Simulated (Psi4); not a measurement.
**C2H6B (SMILES [BH]CC) at UHF/STO-3G**

Aim: the vertical doublet–quartet gap of C2H6B at UHF/STO-3G, from 2 runs. 

The calculation is run with Psi4 1.11.

**1. The molecule**

C2H6B has 9 atoms, charge 0, and is taken as a doublet. As SMILES, `[BH]CC`. The coordinates come from a PBE0-D4/def2-TZVP relaxation. This is one conformer, not always the lowest.

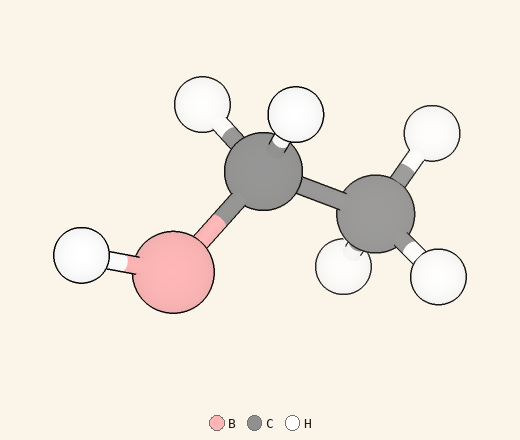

The structure, seen from a chosen angle (boron pink, carbon grey, hydrogen white).

**2. Energy and forces at UHF/STO-3G**

Input file input.json:

```json
{
  "schema_name": "qcschema_input",
  "schema_version": 1,
  "molecule": {
    "schema_name": "qcschema_molecule",
    "schema_version": 2,
    "symbols": ["B", "C", "C", "H", "H", "H", "H", "H", "H"],
    "geometry": [-2.67452938, 0.97755532, -1.17843321, 0.14645377, 0.65554599, -0.56805167, 0.95374478, -1.38233466, 1.30126541, -3.61995936, 2.47024999, -2.58949171, 1.09736396, 0.39873221, -2.4059993, 0.80993662, 2.53450068, 0.04629829, 3.001452, -1.41011363, 1.56620501, 0.37284296, -3.25221866, 0.65025476, 0.07974644, -1.07903362, 3.14563811],
    "molecular_charge": 0,
    "molecular_multiplicity": 2,
    "fix_symmetry": "c1"
  },
  "driver": "gradient",
  "model": {
    "method": "hf",
    "basis": "STO-3G"
  },
  "keywords": {
    "reference": "uhf",
    "puream": true,
    "e_convergence": 1e-09,
    "d_convergence": 1e-08,
    "scf_type": "pk",
    "maxiter": 200,
    "scf_properties": ["MAYER_INDICES", "LOWDIN_CHARGES", "DIPOLE"]
  }
}
```

Run with:

```
$ psi4 --qcschema input.json -n 1 --memory 1600MB
```

stdout:

```text
[...]
  Running in c1 symmetry.
[...]
  Nuclear repulsion =   63.154065296071643
[...]
  Multiplicity = 2
[...]
  Nalpha       = 12
  Nbeta        = 11
[...]
    Number of basis functions: 21
[...]
   @UHF iter   1:  -102.57093883359725   -2.83530e+00   4.88308e-03 ADIIS/DIIS
[...]
   @UHF iter  13:  -102.58250557138045   -4.97380e-13   4.96015e-09 DIIS
[...]
   @S^2 Observed:                7.518439165E-01
[...]
    Orbital Energies [Eh]
    ---------------------
    Alpha Occupied:
       1A    -11.032078     2A    -11.007894     3A     -7.361720
       4A     -0.978568     5A     -0.814532     6A     -0.603048
       7A     -0.565070     8A     -0.539335     9A     -0.474945
      10A     -0.451472    11A     -0.415653    12A     -0.263898
    Alpha Virtual:
      13A      0.260404    14A      0.616953    15A      0.641443
      16A      0.694443    17A      0.744496    18A      0.781947
      19A      0.786921    20A      0.802103    21A      0.848620
    Beta Occupied:
[...]
  @UHF Final Energy:  -102.58250557138045
   => Energetics <=
    Nuclear Repulsion Energy =             63.1540652960716429
    One-Electron Energy =                -262.8452864611010114
    Two-Electron Energy =                  97.1087155936489097
    Total Energy =                       -102.5825055713804517
  UHF NO Occupations:
  HONO-2 :   10  A 1.9996537
  HONO-1 :   11  A 1.9995690
[...]
 Multipole Moments:
 ------------------------------------------------------------------------------------
     Multipole            Electronic (a.u.)      Nuclear  (a.u.)        Total (a.u.)
 ------------------------------------------------------------------------------------
 L = 1.  Multiply by 2.5417464519 to convert [e a0] to [Debye]
 Dipole X            :         -3.0037752            3.0858239            0.0820487
 Dipole Y            :          0.7529858           -0.7633102           -0.0103243
 Dipole Z            :         -1.0072023            1.0258563            0.0186541
 Magnitude           :                                                    0.0847736
[...]
  -Total Gradient:
     Atom            X                  Y                   Z
    ------   -----------------  -----------------  -----------------
       1        0.038634035819    -0.006208639459     0.009933768757
       2       -0.023459838282    -0.029989188570     0.023410388321
       3       -0.001958177642     0.013842244534    -0.012310623618
       4       -0.015181941069     0.012228953293    -0.012426856217
       5        0.001214103417     0.003661945751    -0.010900891517
       6        0.000156200485     0.011371128274    -0.002054622213
       7        0.005272320422    -0.000750719895     0.001291751287
       8       -0.002045461286    -0.004305860278    -0.001015485107
       9       -0.002631241863     0.000150136351     0.004072570307
[...]
```

The result, in JSON:

```text
{
 "driver": "gradient",
 "model": {
  "method": "hf",
  "basis": "STO-3G"
 },
 "success": true,
 "return_result": [0.03863403581901728, -0.0062086394593373895, 0.009933768756899289, -0.023459838282371567, -0.02998918856978766, 0.023410388321409056, -0.001958177642431419, 0.013842244534197093, -0.0123106236180417, -0.01518194106943449, 0.012228953292715339, -0.012426856217250842, 0.0012141034165392695, 0.003661945750858611, -0.01090089151740814, 0.0001562004849342824, 0.011371128273608866, -0.002054622212543919, 0.00527232042200626, -0.0007507198945732457, 0.0012917512870379497, -0.0020454612855208, -0.004305860278454032, -0.0010154851070413168, -0.002631241862652983, 0.00015013635076722986, 0.004072570307007195],
 "properties": {
  "calcinfo_nbasis": 21,
  "calcinfo_nmo": 21,
  "calcinfo_nalpha": 12,
  "calcinfo_nbeta": 11,
  "calcinfo_natom": 9,
  "nuclear_repulsion_energy": 63.15406529607164,
  "return_energy": -102.58250557138045,
  "return_gradient": [0.03863403581901728, -0.0062086394593373895, 0.009933768756899289, -0.023459838282371567, -0.02998918856978766, 0.023410388321409056, -0.001958177642431419, 0.013842244534197093, -0.0123106236180417, -0.01518194106943449, 0.012228953292715339, -0.012426856217250842, 0.0012141034165392695, 0.003661945750858611, -0.01090089151740814, 0.0001562004849342824, 0.011371128273608866, -0.002054622212543919, 0.00527232042200626, -0.0007507198945732457, 0.0012917512870379497, -0.0020454612855208, -0.004305860278454032, -0.0010154851070413168, -0.002631241862652983, 0.00015013635076722986, 0.004072570307007195],
  "scf_one_electron_energy": -262.845286461101,
  "scf_two_electron_energy": 97.10871559364891,
  "scf_dipole_moment": [0.08204872825865683, -0.010324329904751961, 0.01865406406569381],
  "scf_total_energy": -102.58250557138045,
  "scf_total_gradient": [0.03863403581901728, -0.0062086394593373895, 0.009933768756899289, -0.023459838282371567, -0.02998918856978766, 0.023410388321409056, -0.001958177642431419, 0.013842244534197093, -0.0123106236180417, -0.01518194106943449, 0.012228953292715339, -0.012426856217250842, 0.0012141034165392695, 0.003661945750858611, -0.01090089151740814, 0.0001562004849342824, 0.011371128273608866, -0.002054622212543919, 0.00527232042200626, -0.0007507198945732457, 0.0012917512870379497, -0.0020454612855208, -0.004305860278454032, -0.0010154851070413168, -0.002631241862652983, 0.00015013635076722986, 0.004072570307007195],
  "scf_iterations": 13
 }
}
```

It took 1.4 s on 1 thread of Intel Xeon 6975P-C (Granite Rapids), shared host; peak memory 0.18 GiB.

**3. The quartet, same level**

Input file c2h6b.dat:

```
memory 1600 mb

molecule {
  0 4
  B
  C 1 R2
  C 2 R3 1 A3
  H 1 R4 2 A4 3 D4
  H 2 R5 3 A5 1 D5
  H 2 R6 5 A6 1 D6
  H 3 R7 2 A7 6 D7
  H 3 R8 7 A8 2 D8
  H 3 R9 8 A9 7 D9

  R2 = 1.53682
  R3 = 1.524455
  A3 = 119.14485
  R4 = 1.19658
  A4 = 127.6243
  D4 = -179.98997
  R5 = 1.103463
  A5 = 110.9174
  D5 = -123.07591
  R6 = 1.103446
  A6 = 103.03579
  D6 = -110.75532
  R7 = 1.092731
  A7 = 111.75631
  D7 = -56.91582
  R8 = 1.091918
  A8 = 107.90617
  D8 = 122.23451
  R9 = 1.091899
  A9 = 107.21571
  D9 = -115.9915
  symmetry c1
  no_reorient
  no_com
}

set globals {
  reference uhf
  puream true
  e_convergence 1e-09
  d_convergence 1e-08
  scf_type pk
  maxiter 200
}

result = gradient("scf/STO-3G")
print_variables()
```

Run with:

```
$ psi4 -n 1 c2h6b.dat c2h6b.out
```

c2h6b.out (excerpt; [...] marks lines left out):

```text
[...]
  Running in c1 symmetry.
[...]
  Nuclear repulsion =   63.154067832884699
[...]
  Multiplicity = 4
[...]
  Nalpha       = 13
  Nbeta        = 10
[...]
    Number of basis functions: 21
[...]
   @UHF iter   1:  -102.26625144060002   -2.53061e+00   1.10090e-02 ADIIS/DIIS
[...]
   @UHF iter  17:  -102.33163396499187   -2.70006e-13   5.61633e-09 DIIS
[...]
   @S^2 Observed:                3.751747930E+00
[...]
  @UHF Final Energy:  -102.33163396499187
   => Energetics <=
    Nuclear Repulsion Energy =             63.1540678328846994
    One-Electron Energy =                -262.1266402983291641
    Two-Electron Energy =                  96.6409385004526058
    Total Energy =                       -102.3316339649918660
  UHF NO Occupations:
  HONO-2 :   11  A 1.0000000
  HONO-1 :   12  A 1.0000000
[...]
 Multipole Moments:
 ------------------------------------------------------------------------------------
     Multipole            Electronic (a.u.)      Nuclear  (a.u.)        Total (a.u.)
 ------------------------------------------------------------------------------------
 L = 1.  Multiply by 2.5417464519 to convert [e a0] to [Debye]
 Dipole X            :          0.0000303           -0.0001110           -0.0000807
 Dipole Y            :          0.4537183           -0.5316558           -0.0779375
 Dipole Z            :         -2.1416259            3.2976765            1.1560505
 Magnitude           :                                                    1.1586747
[...]
  -Total Gradient:
     Atom            X                  Y                   Z
    ------   -----------------  -----------------  -----------------
       1        0.000000807723     0.066046995626     0.158732808099
       2       -0.000008399137    -0.090064896750    -0.150986840695
       3        0.000002832876     0.034961982934     0.026567848388
       4       -0.000005295862    -0.011514065748    -0.039650756423
       5       -0.003060815913     0.009076982476     0.002316466813
       6        0.003069163499     0.009074218500     0.002296019835
       7       -0.000010846239    -0.011599734264     0.004678117610
       8        0.002437313325    -0.003001209773    -0.001979959865
       9       -0.002424760273    -0.002980273001    -0.001973703763
[...]
```

It took 1.3 s on 1 thread of Intel Xeon 6975P-C (Granite Rapids), shared host; peak memory 0.18 GiB.

**4. Results**

At UHF/STO-3G:

| quantity | value |
| --- | --- |
| doublet: total energy | -102.58251 Eh |
| doublet: dipole moment | 0.22 D |
| doublet: HOMO energy (highest over α and β) | -7.18 eV |
| doublet: LUMO energy (lowest over α and β) | 7.09 eV |
| doublet: ⟨S²⟩ | 0.752 |
| doublet: largest force on an atom | 2.298 eV/Å |
| quartet: total energy | -102.33163 Eh |
| quartet: dipole moment | 2.95 D |
| quartet: HOMO energy (highest over α and β) | -4.37 eV |
| quartet: LUMO energy (lowest over α and β) | 0.26 eV |
| quartet: ⟨S²⟩ | 3.752 |
| quartet: largest force on an atom | 9.040 eV/Å |
| vertical energy of the quartet above the doublet | 6.827 eV |

At this shape the quartet lies 6.83 eV (659 kJ/mol) above the doublet. The largest force (doublet) is 2.30 eV/Å: the shape isn't a stationary point for this species at this level. In a minimal basis such a difference can be off by several eV, whatever the method.
